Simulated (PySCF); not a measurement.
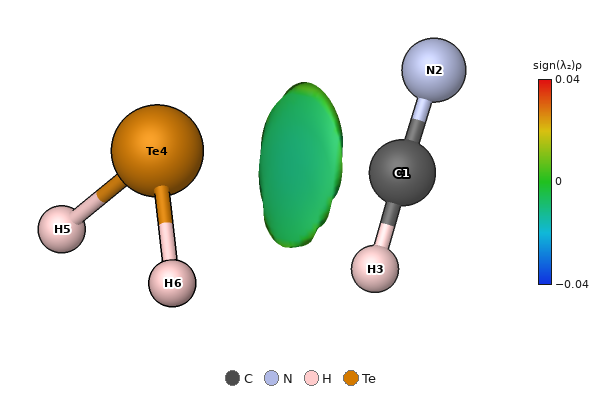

CH3NTe, SMILES `C#N.[TeH2]`. Non-covalent interaction surfaces between the fragments (reduced density gradient s = 0.6, coloured by sign(λ₂)ρ in a.u.; trimmed to the region between the fragments where ρ is under 0.06 a.u.). Fragment A: HCN (atoms 1–3); fragment B: TeH2.

Level of theory: B3LYP/def2-SVPD (PySCF), at a geometry from GFN2-xTB. Core potentials replace the inner electrons of Te; spin–orbit coupling isn't included. GFN2-xTB bond lengths at metals and heavier atoms can be off by up to 0.1 Å and shapes distorted, which carries into these values.

### Which interactions hold the two fragments together?

Bond critical points between the fragments: C1···Te4, 3.49 Å, ρ = 0.009 a.u. It is weak and appears green (van der Waals range). The pose is a local one from a semi-empirical search, not shown to be the most stable.

### How strongly are they bound?

The counterpoise-corrected interaction energy of the frozen fragments is +1.6 kcal/mol without dispersion correction and −0.3 kcal/mol with D3(BJ). The pair geometry is semi-empirical, not a minimum at this level.

The PySCF run took 49 s on 1 thread of Intel(R) Xeon(R) Processor @ 2.50GHz (Skylake/Cascade Lake), on a shared host, peak memory 0.46 GiB.
